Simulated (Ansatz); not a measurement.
## Nudged elastic band of GeNH$_{5}$F

The run: nudged elastic band of GeNH$_{5}$F, multiplicity 2. Method and program: UKS PBE0-D4/def2-mTZVP (Ansatz 0.2.0).

It belongs to a series of runs on one base structure; here: band between the two ends. Figures and captions count atoms from 1; the log counts them from 0 in places.

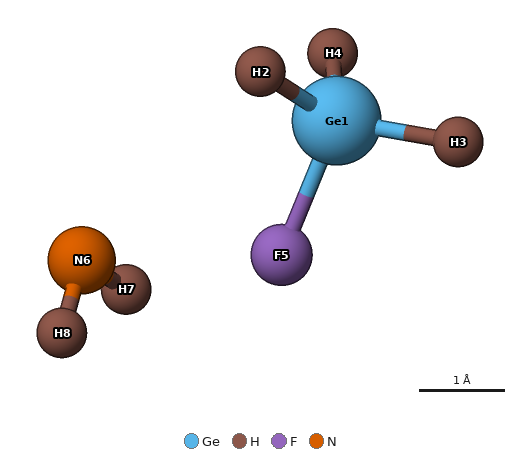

Fig. 1: The input geometry (ball-and-stick view, seen at a tilt; atoms are numbered from 1 in the order of the input). Sticks mark near contacts.

Results in brief:

- outcome: converged
- barrier, forward: 0.082 eV
- barrier, backward: 1.433 eV
- hardware: 4 threads of AMD EPYC (Zen 3), 32 GiB of memory available, shared host
- wall time: 5.1 min (CPU time 18 min)
- peak memory: 0.26 GiB

Notes:

The order of the saddle point was not checked.

The input:
```yaml
crystal:
  periodic: [false, false, false]
  atoms:
    - { symbol: Ge, position_ang: [0.042227, 0.341259, -0.097837] }
    - { symbol: H, position_ang: [0.416316, 1.400674, 0.940155] }
    - { symbol: H, position_ang: [1.230724, -0.106804, -0.957645] }
    - { symbol: H, position_ang: [-1.175459, 0.728537, -0.94536] }
    - { symbol: F, position_ang: [-0.444947, -1.084923, 0.806182] }
    - { symbol: "N", position_ang: [-0.056196, -0.038471, 3.652495] }
    - { symbol: H, position_ang: [-0.424693, -0.710534, 2.966589] }
    - { symbol: H, position_ang: [0.352327, -0.635839, 4.383622] }
magnetization:
  spin_polarized: true
  initial_magnetization: 1
basis:
  gaussian: { orbitals: def2-mTZVP }
hamiltonian:
  xc: pbe0
  dispersion: d4
neb:
  order_check: false
  images: 5
  f_tol: 0.05
  max_iterations: 60
  final_atoms:
    - { symbol: Ge, position_ang: [-0.16444988, -0.40939605, 0.18275418] }
    - { symbol: H, position_ang: [1.00160951, -0.40705796, 2.98793856] }
    - { symbol: H, position_ang: [1.09479309, 0.48318729, 0.02284548] }
    - { symbol: H, position_ang: [-1.44792629, 0.44283803, 0.36874377] }
    - { symbol: F, position_ang: [-0.37819115, -1.05348945, -1.46888386] }
    - { symbol: "N", position_ang: [0.17072553, 0.05872497, 2.63731731] }
    - { symbol: H, position_ang: [-0.61464763, -0.27174332, 3.18916891] }
    - { symbol: H, position_ang: [0.27838582, 1.0508355, 2.82831665] }
  initial_path:
    images:
      - { positions_ang: [[0.042227, 0.341259, -0.097837], [0.416316, 1.400674, 0.940155], [1.230724, -0.106804, -0.957645], [-1.175459, 0.728537, -0.94536], [-0.444947, -1.084923, 0.806182], [-0.056196, -0.038471, 3.652495], [-0.424693, -0.710534, 2.966589], [0.352327, -0.635839, 4.383622]] }
      - { positions_ang: [[0.01147987, 0.24372603, -0.06455257], [0.2827711, 0.92849617, 1.22665652], [1.28314237, -0.01311501, -0.82606485], [-1.07947257, 0.91044345, -0.77699534], [-0.55012765, -1.17514972, 0.34327028], [-0.01569131, -0.04718321, 3.48762297], [-0.40117033, -0.77031448, 3.20248688], [0.40936753, -0.18300422, 4.15577711]] }
      - { positions_ang: [[-0.01926727, 0.14619307, -0.03126813], [0.1492262, 0.45631834, 1.51315804], [1.33556074, 0.08057397, -0.6944847], [-0.98348615, 1.0923499, -0.60863068], [-0.6553083, -1.26537644, -0.11964145], [0.02481337, -0.05589542, 3.32275094], [-0.37764765, -0.83009497, 3.43838475], [0.46640805, 0.26983055, 3.92793223]] }
      - { positions_ang: [[-0.0500144, 0.0486601, 0.0020163], [0.01568131, -0.01585949, 1.79965956], [1.38797911, 0.17426296, -0.56290455], [-0.88749972, 1.27425635, -0.44026602], [-0.76048896, -1.35560316, -0.58255317], [0.06531806, -0.06460763, 3.15787891], [-0.35412498, -0.88987545, 3.67428263], [0.52344858, 0.72266533, 3.70008734]] }
      - { positions_ang: [[-0.08815956, -0.10402528, 0.06226226], [0.34432404, -0.14625898, 2.19575256], [1.29025044, 0.27723774, -0.36765454], [-1.07430858, 0.99711691, -0.17059609], [-0.63305635, -1.25489859, -0.87799673], [0.10045389, -0.02349676, 2.98435838], [-0.44096586, -0.68383141, 3.51257806], [0.44176099, 0.83205538, 3.40949711]] }
      - { positions_ang: [[-0.12630472, -0.25671067, 0.12250822], [0.67296677, -0.27665847, 2.59184556], [1.19252177, 0.38021252, -0.17240453], [-1.26111743, 0.71997747, 0.09907384], [-0.50562375, -1.15419402, -1.17344029], [0.13558971, 0.0176141, 2.81083784], [-0.52780675, -0.47778737, 3.35087348], [0.3600734, 0.94144544, 3.11890688]] }
      - { positions_ang: [[-0.16444988, -0.40939605, 0.18275418], [1.00160951, -0.40705796, 2.98793856], [1.09479309, 0.48318729, 0.02284548], [-1.44792629, 0.44283803, 0.36874377], [-0.37819115, -1.05348945, -1.46888386], [0.17072553, 0.05872497, 2.63731731], [-0.61464763, -0.27174332, 3.18916891], [0.27838582, 1.0508355, 2.82831665]] }
```

Run as:
```bash
ansatz run input.yaml --threads 4 --pin off --max-ram 5120MiB --backend cpu --events-out ev --progress --plain --runs-dir out
```

The program's output:
```
Engine: ansatz 0.2.0, x86_64-unknown-linux-gnu
Functional definition: PBE0
  parameter a = 0.25
  parameter kappa = 0.804
  parameter beta = 0.06672455060314922
  exchange = (1 - a)*pbe_x(kappa = kappa, mu = beta*pi^2/3) + a*exact_x
  correlation = pbe_c(beta = beta)
870 factors; integrals over basis functions are off by at most 5.8e-4 eV
mean field evaluation 1: about -60790.9948 eV, gradient 3.5e1 eV
mean field evaluation 2: about -60787.0807 eV, gradient 5.1e1 eV
mean field evaluation 4: about -60794.9841 eV, gradient 1.7e0 eV
mean field evaluation 8: about -60795.0066 eV, gradient 5.8e-2 eV
mean field evaluation 16: about -60795.0067 eV, gradient 1.5e-4 eV
mean field -60795.00667928 eV, -2234.1752871279 hartree, gradient 1.2e-5 eV, S^2 0.753386; 0 other end points of the search recorded, 0 dependent functions left out
the calculation of the forces begins
reference -60795.00670718 eV, -2234.1752881532 hartree; 27, 26 occupied and 62, 63 virtual orbitals, 870 factors
870 factors; integrals over basis functions are off by at most 9.1e-4 eV
mean field evaluation 32: about -60796.3443 eV, gradient 3.1e-3 eV
mean field -60796.34429319 eV, -2234.2244435326 hartree, gradient 4.0e-5 eV, S^2 0.751427; 0 other end points of the search recorded, 0 dependent functions left out
[... from here on the field's lines of each further geometry are left out, up to the last ...]
NEB iter   1: max|band force component| = 4.879e1 eV/Å  barrier→ = 6.5420 eV  barrier← = 7.8924 eV  Δτ_max = 0.1955 Å  (263 SCF iters)
NEB iter   2: max|band force component| = 4.908e0 eV/Å  barrier→ = 0.5215 eV  barrier← = 1.8718 eV  Δτ_max = 0.2000 Å  (188 SCF iters)
NEB iter   3: max|band force component| = 3.246e0 eV/Å  barrier→ = 0.1717 eV  barrier← = 1.5221 eV  Δτ_max = 0.2000 Å  (173 SCF iters)
NEB iter   4: max|band force component| = 1.542e0 eV/Å  barrier→ = 0.1395 eV  barrier← = 1.4899 eV  Δτ_max = 0.2000 Å  (162 SCF iters)
NEB iter   5: max|band force component| = 1.289e0 eV/Å  barrier→ = 0.1910 eV  barrier← = 1.5413 eV  Δτ_max = 0.1215 Å  (169 SCF iters)
NEB iter   6: max|band force component| = 1.162e0 eV/Å  barrier→ = 0.1213 eV  barrier← = 1.4717 eV  Δτ_max = 0.0990 Å  (162 SCF iters)
NEB iter   7: max|band force component| = 7.183e-1 eV/Å  barrier→ = 0.1076 eV  barrier← = 1.4580 eV  Δτ_max = 0.1119 Å  (160 SCF iters)
NEB iter   8: max|band force component| = 3.186e-1 eV/Å  barrier→ = 0.0974 eV  barrier← = 1.4478 eV  CI = image 2  Δτ_max = 0.1992 Å  (161 SCF iters)
NEB iter   9: max|band force component| = 1.912e-1 eV/Å  barrier→ = 0.0925 eV  barrier← = 1.4428 eV  CI = image 2  Δτ_max = 0.1977 Å  (163 SCF iters)
NEB iter  10: max|band force component| = 7.619e-1 eV/Å  barrier→ = 0.0924 eV  barrier← = 1.4428 eV  CI = image 2  Δτ_max = 0.1007 Å  (163 SCF iters)
NEB iter  11: max|band force component| = 4.550e-1 eV/Å  barrier→ = 0.1013 eV  barrier← = 1.4516 eV  CI = image 2  Δτ_max = 0.1002 Å  (160 SCF iters)
NEB iter  12: max|band force component| = 4.320e-1 eV/Å  barrier→ = 0.0967 eV  barrier← = 1.4471 eV  CI = image 2  Δτ_max = 0.2000 Å  (159 SCF iters)
NEB iter  13: max|band force component| = 2.580e-1 eV/Å  barrier→ = 0.0904 eV  barrier← = 1.4407 eV  CI = image 2  Δτ_max = 0.2000 Å  (162 SCF iters)
NEB iter  14: max|band force component| = 2.331e-1 eV/Å  barrier→ = 0.0875 eV  barrier← = 1.4378 eV  CI = image 2  Δτ_max = 0.1929 Å  (164 SCF iters)
NEB iter  15: max|band force component| = 2.289e-1 eV/Å  barrier→ = 0.0842 eV  barrier← = 1.4346 eV  CI = image 2  Δτ_max = 0.1489 Å  (161 SCF iters)
NEB iter  16: max|band force component| = 1.542e-1 eV/Å  barrier→ = 0.0841 eV  barrier← = 1.4345 eV  CI = image 2  Δτ_max = 0.0952 Å  (163 SCF iters)
NEB iter  17: max|band force component| = 1.802e-1 eV/Å  barrier→ = 0.0841 eV  barrier← = 1.4344 eV  CI = image 2  Δτ_max = 0.0473 Å  (165 SCF iters)
NEB iter  18: max|band force component| = 1.698e-1 eV/Å  barrier→ = 0.0841 eV  barrier← = 1.4345 eV  CI = image 2  Δτ_max = 0.0477 Å  (164 SCF iters)
NEB iter  19: max|band force component| = 1.264e-1 eV/Å  barrier→ = 0.0835 eV  barrier← = 1.4338 eV  CI = image 2  Δτ_max = 0.0474 Å  (165 SCF iters)
NEB iter  20: max|band force component| = 8.865e-2 eV/Å  barrier→ = 0.0830 eV  barrier← = 1.4334 eV  CI = image 2  Δτ_max = 0.0472 Å  (163 SCF iters)
NEB iter  21: max|band force component| = 8.145e-2 eV/Å  barrier→ = 0.0827 eV  barrier← = 1.4331 eV  CI = image 2  Δτ_max = 0.0473 Å  (160 SCF iters)
NEB iter  22: max|band force component| = 7.211e-2 eV/Å  barrier→ = 0.0825 eV  barrier← = 1.4329 eV  CI = image 2  Δτ_max = 0.0473 Å  (158 SCF iters)
the calculation of the forces begins
reference -60796.23296645 eV, -2234.2203523502 hartree; 27, 26 occupied and 62, 63 virtual orbitals, 870 factors
870 factors; integrals over basis functions are off by at most 7.8e-4 eV
mean field evaluation 1024: about -60794.9319 eV, gradient 3.0e-1 eV
mean field -60794.93313515 eV, -2234.1725844309 hartree, gradient 2.5e-5 eV, S^2 0.753522; 1 other end points of the search recorded, 0 dependent functions left out
the calculation of the forces begins
reference -60794.93316302 eV, -2234.1725854553 hartree; 27, 26 occupied and 62, 63 virtual orbitals, 870 factors
NEB iter  23: max|band force component| = 4.967e-2 eV/Å  barrier→ = 0.0824 eV  barrier← = 1.4327 eV  CI = image 2  Δτ_max = 0.0000 Å  (313 SCF iters)
```

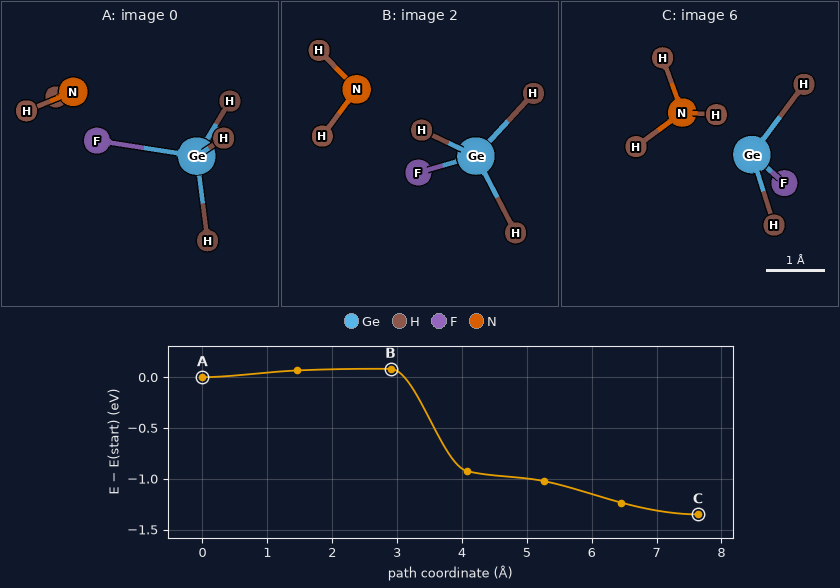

Fig. 2: Images of the last band (counted from 0; ball-and-stick, seen at a tilt) above the energy along the path; the line is a cubic interpolation that uses the forces. The highest image is number 2, 0.082 eV above the start and 1.433 eV above the end (the climbing image); the end lies 1.350 eV below the start. The path is 7.64 Å long. The band converged in 23 iterations.

```
Total energy: -60794.99826846 eV, -2234.1749780361 hartree
Atom 0 at    -0.032912     0.115092    -0.166554 Å, force     0.006901     0.014873     0.002072 eV/Å
Atom 1 at    -0.033947     0.029188     1.364770 Å, force    -0.000040     0.001082     0.010618 eV/Å
Atom 2 at     1.346309     0.474155    -0.736910 Å, force    -0.003661     0.001753    -0.002763 eV/Å
Atom 3 at    -1.140182     1.028410    -0.709540 Å, force     0.001378    -0.001607    -0.002404 eV/Å
Atom 4 at    -0.395704    -1.492531    -0.753748 Å, force    -0.004047    -0.015389    -0.007505 eV/Å
Atom 5 at     0.075048     0.303712     3.748654 Å, force     0.005533     0.002343    -0.001797 eV/Å
Atom 6 at    -0.746498    -0.257747     4.011429 Å, force     0.010950    -0.002037     0.001624 eV/Å
Atom 7 at     0.868185    -0.306379     3.990102 Å, force    -0.017012    -0.001017     0.000154 eV/Å
Dipole moment:     0.089494     0.055609     0.375531 e Å
this run last wrote the band of iteration 23 to [file]
```

The last band as extended XYZ (Å, eV, eV/Å):
```
8
Properties=species:S:1:pos:R:3:forces:R:3 image=0 energy=-60795.08060
Ge    0.0422    0.3413   -0.0978    0.0015   0.0095   0.0008
H     0.4163    1.4007    0.9402    0.0002  -0.0031  -0.0024
H     1.2307   -0.1068   -0.9576   -0.0009   0.0001  -0.0028
H    -1.1755    0.7285   -0.9454   -0.0016  -0.0012  -0.0021
F    -0.4449   -1.0849    0.8062   -0.0024  -0.0031   0.0020
N    -0.0562   -0.0385    3.6525    0.0125   0.0111   0.0090
H    -0.4247   -0.7105    2.9666    0.0044  -0.0138  -0.0053
H     0.3523   -0.6358    4.3836   -0.0137   0.0005   0.0008
8
Properties=species:S:1:pos:R:3:forces:R:3 image=1 energy=-60795.01399
Ge    0.0466    0.2364   -0.0931   -0.0055  -0.0168   0.0056
H     0.2638    0.8017    1.3151    0.0056   0.0178  -0.0015
H     1.3281    0.2067   -0.9374   -0.0009  -0.0045  -0.0044
H    -1.1185    0.9029   -0.8364   -0.0004  -0.0036  -0.0024
F    -0.4183   -1.4374    0.1424    0.0051   0.0220   0.0165
N    -0.1137    0.1488    3.6908    0.0004  -0.0049  -0.0002
H    -0.7864   -0.6066    3.5008    0.0067  -0.0062  -0.0078
H     0.7386   -0.3585    3.9660   -0.0109  -0.0039  -0.0059
8
Properties=species:S:1:pos:R:3:forces:R:3 image=2 energy=-60794.99824
Ge   -0.0329    0.1151   -0.1666    0.0069   0.0149   0.0021
H    -0.0339    0.0292    1.3648    0.0000   0.0011   0.0106
H     1.3463    0.4742   -0.7369   -0.0037   0.0018  -0.0028
H    -1.1402    1.0284   -0.7095    0.0014  -0.0016  -0.0024
F    -0.3957   -1.4925   -0.7537   -0.0040  -0.0154  -0.0075
N     0.0750    0.3037    3.7487    0.0055   0.0023  -0.0018
H    -0.7465   -0.2577    4.0114    0.0109  -0.0020   0.0016
H     0.8682   -0.3064    3.9901   -0.0170  -0.0010   0.0002
8
Properties=species:S:1:pos:R:3:forces:R:3 image=3 energy=-60796.00571
Ge   -0.0435    0.1063   -0.2914    0.0035  -0.0012  -0.0188
H     0.0187    0.0277    2.4560    0.0178   0.0189   0.2005
H     1.3564    0.4793   -0.8388    0.0004  -0.0013  -0.0178
H    -1.1787    1.0226   -0.8088   -0.0059  -0.0005  -0.0196
F    -0.3915   -1.4921   -0.9119   -0.0009   0.0008  -0.0291
N     0.0538    0.2283    3.4566   -0.0080  -0.0358  -0.1049
H    -0.7516   -0.2333    3.8684    0.0210   0.0106   0.0031
H     0.8767   -0.2449    3.8181   -0.0279   0.0085  -0.0134
8
Properties=species:S:1:pos:R:3:forces:R:3 image=4 energy=-60796.10353
Ge   -0.1525   -0.0253   -0.2176   -0.0004  -0.0073   0.0177
H     0.2515   -0.7246    2.7350    0.0238  -0.1254   0.0434
H     1.1681    0.6695   -0.6473   -0.0048   0.0008   0.0271
H    -1.4000    0.8167   -0.5950   -0.0016   0.0013   0.0224
F    -0.2522   -1.4673   -1.2211   -0.0029   0.0124  -0.0496
N     0.1039    0.1810    3.1633    0.0074   0.0347  -0.0581
H    -0.6925    0.0811    3.7840   -0.0210   0.0396  -0.0015
H     0.9139    0.3627    3.7469   -0.0005   0.0439  -0.0013
8
Properties=species:S:1:pos:R:3:forces:R:3 image=5 energy=-60796.31437
Ge   -0.1699   -0.2584    0.0279    0.0086  -0.0320   0.0465
H     0.5720   -0.8053    2.9513    0.0144  -0.0279   0.0463
H     0.9980    0.7284   -0.2489    0.0095  -0.0151   0.0784
H    -1.5333    0.4861   -0.0211    0.0141  -0.0116   0.0880
F    -0.2001   -1.2753   -1.4259   -0.0137   0.0384  -0.0448
N     0.1575    0.1123    2.8274    0.0149  -0.0149  -0.0736
H    -0.6856    0.1269    3.3940   -0.0277   0.0221  -0.0645
H     0.8017    0.7792    3.2434   -0.0201   0.0410  -0.0762
8
Properties=species:S:1:pos:R:3:forces:R:3 image=6 energy=-60796.43096
Ge   -0.1645   -0.4094    0.1828    0.0028   0.0122   0.0057
H     1.0016   -0.4071    2.9879    0.0037  -0.0019  -0.0001
H     1.0948    0.4832    0.0228    0.0056  -0.0078   0.0000
H    -1.4479    0.4428    0.3687   -0.0014  -0.0050   0.0062
F    -0.3782   -1.0535   -1.4689   -0.0051  -0.0070  -0.0269
N     0.1707    0.0587    2.6373   -0.0018   0.0104   0.0160
H    -0.6146   -0.2717    3.1892    0.0009  -0.0005  -0.0005
H     0.2784    1.0508    2.8283   -0.0048  -0.0005  -0.0004
```
